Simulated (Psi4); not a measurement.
# BH3Se (SMILES B[SeH]), step by step

Aim: a structure relaxation (CAM-B3LYP/def2-SVP), then the harmonic vibrations, then the energy (MP2/cc-pVTZ), then the vertical excitations (TD-CAM-B3LYP/def2-SVP) of BH3Se. 

The calculation is run with Psi4 1.11.

### 1 The system as given

BH3Se has 5 atoms, charge 0, and is taken as a singlet. As SMILES, `B[SeH]`. All atoms were displaced at random from a relaxed shape. The run starts from this shape.

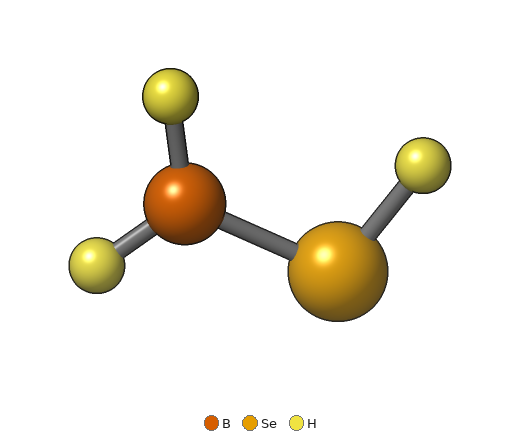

Viewed from a chosen angle; boron orange, selenium amber, hydrogen yellow.

### 2 A structure relaxation at CAM-B3LYP/def2-SVP (density fitting) (run 1)

The input, job.dat:

```
memory 1600 MB

molecule mol {
  B     -0.19618948    -1.16989732     0.14730415
  Se     1.93646472     1.51261238    -0.29346502
  H     -2.45236940    -1.00821802     0.13666688
  H      0.74186679    -3.14056419     0.10706432
  H      0.04968657     3.61610810    -0.15184138
  units bohr
  symmetry c1
}

set globals {
  basis def2-SVP
  geom_maxiter 60
}

energy_value = opt('cam-b3lyp')
```

The run is started by

```
$ psi4 -i job.dat -o job.out -n 1
```

job.out:

```text
[...]
  Running in c1 symmetry.
[...]
  Nuclear repulsion =   81.104706131370492
[...]
  Multiplicity = 1
[...]
  Nalpha       = 21
  Nbeta        = 21
[...]
    Number of basis functions: 61
[...]
   @DF-RKS iter   1: -2427.37167355339943   -2.13193e+00   3.01174e-02 DIIS/ADIIS
[...]
   @DF-RKS iter   7: -2427.99304356454695   -2.72848e-12   7.77903e-09 DIIS
[...]
  @DF-RKS Final Energy: -2427.99304356454695
   => Energetics <=
    Nuclear Repulsion Energy =             79.0521109350527809
    One-Electron Energy =               -3534.9251109946817451
    Two-Electron Energy =                1099.7070592756035694
    DFT Exchange-Correlation Energy =     -71.8271027805218125
    Empirical Dispersion Energy =           0.0000000000000000
    VV10 Nonlocal Energy =                  0.0000000000000000
    Total Energy =                      -2427.9930435645469515
[...]
  -Total Gradient:
     Atom            X                  Y                   Z
    ------   -----------------  -----------------  -----------------
       1       -0.000030175999     0.000009806809     0.000000187219
       2        0.000008768048     0.000019597964     0.000013530268
       3        0.000011286649     0.000013791266     0.000007543399
       4        0.000025050624    -0.000061293317    -0.000007933261
       5       -0.000000422324     0.000017672762    -0.000014235547
[...]
```

On the terminal:

```text
Optimizer: Optimization complete!
```

Wall time 17 s (1 thread of Intel Xeon 6975P-C (Granite Rapids), shared host); peak memory 0.44 GiB.

The path in brief:

```tsv
step	energy from the first frame kept (eV)	largest force (eV/Å)
0	0.0000	1.7824
1	-0.0859	0.6384
2	-0.1007	0.4367
3	-0.1140	0.1083
4	-0.1147	0.0526
5	-0.1148	0.0034
```

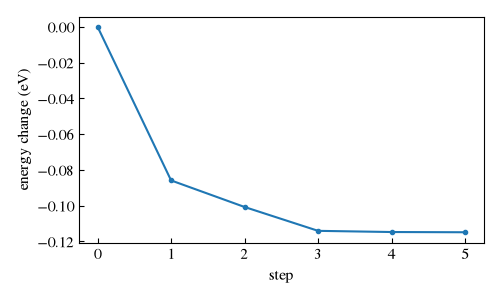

Energy along the run.

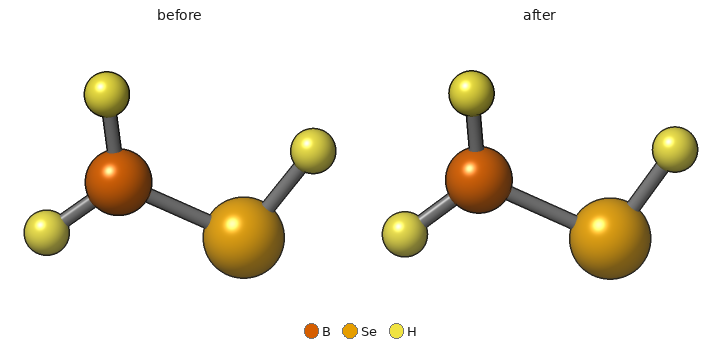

Before and after, at one scale.

After the run. Bond lengths: B1–Se2 1.898 Å, B1–H3 1.199 Å, B1–H4 1.201 Å, Se2–H5 1.470 Å. Angles: B1–Se2–H5 98.0°, Se2–B1–H3 121.3°, Se2–B1–H4 115.9°, H3–B1–H4 122.8°.

### 3 Vibrational wavenumbers at CAM-B3LYP/def2-SVP (density fitting) (run 2)

The input, job.inp:

```
memory 1.6 GB

molecule {
  0 1
  B
  Se 1 1.898209
  H 1 1.199416 2 121.26229
  H 1 1.201138 3 122.80578 2 179.99665
  H 2 1.470411 1 97.98587 3 -0.04021
  units angstrom
}

set {
  t 600.0
  rotational_symmetry_number 1
}

frequencies('cam-b3lyp/def2-SVP')
```

The run is started by

```
$ psi4 job.inp job.out -n 1
```

job.out:

```text
[...]
  Running in c1 symmetry.
[...]
  Nuclear repulsion =   79.052098545041844
[...]
  Multiplicity = 1
[...]
  Nalpha       = 21
  Nbeta        = 21
[...]
    Number of basis functions: 61
[...]
   @DF-RKS iter   1: -2427.37516425875629   -2.20497e+00   3.01644e-02 ADIIS/DIIS
[...]
   @DF-RKS iter  11: -2427.99304309326590   -1.36424e-12   7.11557e-09 DIIS
[...]
  @DF-RKS Final Energy: -2427.99304309326590
   => Energetics <=
    Nuclear Repulsion Energy =             79.0609343489522871
    One-Electron Energy =               -3534.9434978761314596
    Two-Electron Energy =                1099.7168716519586269
    DFT Exchange-Correlation Energy =     -71.8273512180455356
    Empirical Dispersion Energy =           0.0000000000000000
    VV10 Nonlocal Energy =                  0.0000000000000000
    Total Energy =                      -2427.9930430932658965
[...]
  -Total Gradient:
     Atom            X                  Y                   Z
    ------   -----------------  -----------------  -----------------
       1        0.000001290165    -0.000169872225    -0.000250003905
       2       -0.000015043511    -0.000022504687     0.000067663646
       3       -0.000008946391     0.000030214446     0.000037734518
       4        0.000009455463     0.000238963865     0.000246165627
       5        0.000013232385    -0.000088502542    -0.000092751605
[...]
  ==> Harmonic Vibrational Analysis <==
[...]
  Freq [cm^-1]                 608.8635            617.6854            710.2346
[...]
  IR activ [km/mol]             2.3287              7.3830             17.1798
[...]
  Freq [cm^-1]                 888.3729            925.1298           1184.1714
[...]
  IR activ [km/mol]             2.7004             11.0449             50.1776
[...]
  Freq [cm^-1]                2455.1048           2614.6307           2732.3139
[...]
```

On the terminal:

```text
Warning: used thermodynamics relations inappropriate for low-frequency modes: ['608.8635' '617.6854']
```

It took 77 s on 1 thread of Intel Xeon 6975P-C (Granite Rapids), shared host; peak memory 0.47 GiB.

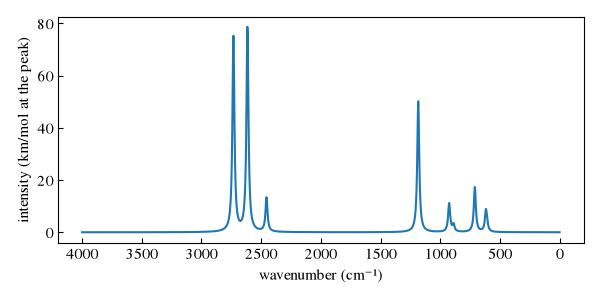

Harmonic infrared spectrum, unscaled, lines broadened by 10 cm⁻¹.

### 4 A single-point energy at MP2/cc-pVTZ (density fitting, density fitting for correlation) (run 3)

The input, bh3se.in:

```
memory 1600 mb

molecule {
  B     -0.132779    -0.682173     0.007851
  Se     1.029218     0.811042    -0.144686
  H     -1.321802    -0.541011     0.077833
  H      0.396970    -1.759970     0.029086
  H      0.006638     1.867602    -0.133767
}

set basis cc-pVTZ
set reference rhf
set freeze_core true

energy('mp2')
print_variables()
```

The run is started by

```
$ psi4 -n 1 bh3se.in bh3se.out
```

bh3se.out:

```text
[...]
  Running in c1 symmetry.
[...]
  Nuclear repulsion =   79.052113958029068
[...]
  Multiplicity = 1
[...]
  Nalpha       = 21
  Nbeta        = 21
[...]
    Number of basis functions: 115
[...]
   @DF-RHF iter   1: -2425.88848980019247   -2.86576e+00   1.22762e-02 DIIS/ADIIS
[...]
   @DF-RHF iter  11: -2426.33268681069467   -9.54969e-12   5.33292e-09 DIIS
[...]
  @DF-RHF Final Energy: -2426.33268681069467
   => Energetics <=
    Nuclear Repulsion Energy =             79.0521139580290679
    One-Electron Energy =               -3536.2440746944853345
    Two-Electron Energy =                1030.8592739257614994
    Total Energy =                      -2426.3326868106946677
[...]
 Multipole Moments:
 ------------------------------------------------------------------------------------
     Multipole            Electronic (a.u.)      Nuclear  (a.u.)        Total (a.u.)
 ------------------------------------------------------------------------------------
 L = 1.  Multiply by 2.5417464519 to convert [e a0] to [Debye]
 Dipole X            :          4.0755039           -4.3312516           -0.2557477
 Dipole Y            :          3.3040743           -3.1972608            0.1068135
 Dipole Z            :         -0.4344325            0.4453805            0.0109479
 Magnitude           :                                                    0.2773731
[...]
```

Run time: 3.9 s. Hardware: 1 thread of Intel Xeon 6975P-C (Granite Rapids), shared host; peak memory 0.63 GiB.

### 5 The vertical excitations at TD-CAM-B3LYP/def2-SVP (density fitting, save jk yes) (run 4)

The input, input.dat:

```
memory 1.6 GB

molecule {
  0 1
  B
  Se 1 R2
  H 1 R3 2 A3
  H 1 R4 3 A4 2 D4
  H 2 R5 1 A5 3 D5

  R2 = 1.898209
  R3 = 1.199416
  A3 = 121.26229
  R4 = 1.201138
  A4 = 122.80578
  D4 = 179.99665
  R5 = 1.470411
  A5 = 97.98587
  D5 = -0.04021
  symmetry c1
}

set basis def2-SVP
set save_jk true

from psi4.driver.procrouting.response.scf_response import tdscf_excitations
e, wfn = energy('cam-b3lyp', return_wfn=True)
states = tdscf_excitations(wfn, states=6, tda=False)
```

The run is started by

```
$ psi4 input.dat output.dat -n 1
```

output.dat:

```text
[...]
  Running in c1 symmetry.
[...]
  Nuclear repulsion =   79.052098545041844
[...]
  Multiplicity = 1
[...]
  Nalpha       = 21
  Nbeta        = 21
[...]
    Number of basis functions: 61
[...]
   @DF-RKS iter   1: -2427.37516437211070   -2.20497e+00   3.01644e-02 ADIIS/DIIS
[...]
   @DF-RKS iter   8: -2427.99304351036608   -4.97025e-08   8.09073e-07 DIIS
[...]
  @DF-RKS Final Energy: -2427.99304351036608
   => Energetics <=
    Nuclear Repulsion Energy =             79.0520985450418436
    One-Electron Energy =               -3534.9256201895368577
    Two-Electron Energy =                1099.7075897960194197
    DFT Exchange-Correlation Energy =     -71.8271116618908536
    Empirical Dispersion Energy =           0.0000000000000000
    VV10 Nonlocal Energy =                  0.0000000000000000
    Total Energy =                      -2427.9930435103665332
[...]
 Multipole Moments:
 ------------------------------------------------------------------------------------
     Multipole            Electronic (a.u.)      Nuclear  (a.u.)        Total (a.u.)
 ------------------------------------------------------------------------------------
 L = 1.  Multiply by 2.5417464519 to convert [e a0] to [Debye]
 Dipole X            :         -0.0008421            0.0009998            0.0001577
 Dipole Y            :         -1.1837425            1.4548984            0.2711559
 Dipole Z            :          5.3154308           -5.2022935            0.1131373
 Magnitude           :                                                    0.2938122
[...]
                                    Excitation Energy         Total Energy        Oscillator Strength             Rotatory Strength
[...]
Excited State    1 (1 A):   0.21751 au   209.47 nm f = 0.1570
[...]
Excited State    3 (1 A):   0.23780 au   191.60 nm f = 0.0000
[...]
```

It took 9.3 s on 1 thread of Intel Xeon 6975P-C (Granite Rapids), shared host; peak memory 0.41 GiB.

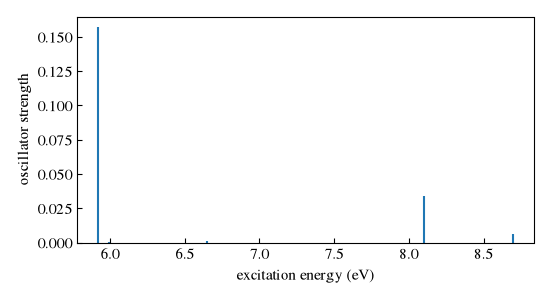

Vertical excitations as sticks.

The roots found:

```tsv
excited state	energy (eV)	strength	label
1	5.919	0.1570	A 1
2	5.996	0.0006	A 1
3	6.471	0.0000	A 1
4	6.646	0.0009	A 1
5	8.101	0.0336	A 1
6	8.695	0.0064	A 1
```

### 6 Summary of results

| quantity | value |
| --- | --- |
| run 1, CAM-B3LYP/def2-SVP: total energy at the end | -2427.99304 Eh |
| run 1, CAM-B3LYP/def2-SVP: dipole moment | 0.75 D |
| run 1, CAM-B3LYP/def2-SVP: HOMO energy | -9.06 eV |
| run 1, CAM-B3LYP/def2-SVP: LUMO energy | -0.18 eV |
| run 1, CAM-B3LYP/def2-SVP: HOMO–LUMO gap | 8.88 eV |
| run 2, CAM-B3LYP/def2-SVP: lowest harmonic wavenumber | 609 cm⁻¹ |
| run 2, CAM-B3LYP/def2-SVP: highest harmonic wavenumber | 2732 cm⁻¹ |
| run 2, CAM-B3LYP/def2-SVP: zero-point energy | 76.2 kJ/mol |
| run 2, CAM-B3LYP/def2-SVP: ideal-gas entropy at 600 K (symmetry number 1 as used) | 71.9 cal/(mol K) |
| run 3, MP2/cc-pVTZ: total energy | -2426.66558 Eh |
| run 3, MP2/cc-pVTZ: HOMO energy (Hartree–Fock orbitals) | -10.23 eV |
| run 3, MP2/cc-pVTZ: LUMO energy (Hartree–Fock orbitals) | 1.98 eV |
| run 3, MP2/cc-pVTZ: HOMO–LUMO gap (Hartree–Fock orbitals) | 12.21 eV |
| run 3, MP2/cc-pVTZ: correlation energy (10 core orbitals frozen) | -332.9 mEh |
| run 4, TD-CAM-B3LYP/def2-SVP: ground-state or mean-field energy | -2427.99304 Eh |
| run 4, TD-CAM-B3LYP/def2-SVP: dipole moment (CAM-B3LYP Kohn–Sham density) | 0.75 D |
| run 4, TD-CAM-B3LYP/def2-SVP: HOMO energy (CAM-B3LYP Kohn–Sham orbitals) | -9.06 eV |
| run 4, TD-CAM-B3LYP/def2-SVP: LUMO energy (CAM-B3LYP Kohn–Sham orbitals) | -0.18 eV |
| run 4, TD-CAM-B3LYP/def2-SVP: HOMO–LUMO gap (CAM-B3LYP Kohn–Sham orbitals) | 8.88 eV |
| run 4, TD-CAM-B3LYP/def2-SVP: lowest excitation energy | 5.92 eV |

What this shows: The optimisation (run 1, CAM-B3LYP/def2-SVP) took 6 steps and changed the energy by -0.115 eV. All 9 modes (run 2, CAM-B3LYP/def2-SVP) are real, so the shape is a minimum at this level. The brightest of the 6 transitions from the ground state lies at 5.92 eV (209 nm, f = 0.157).
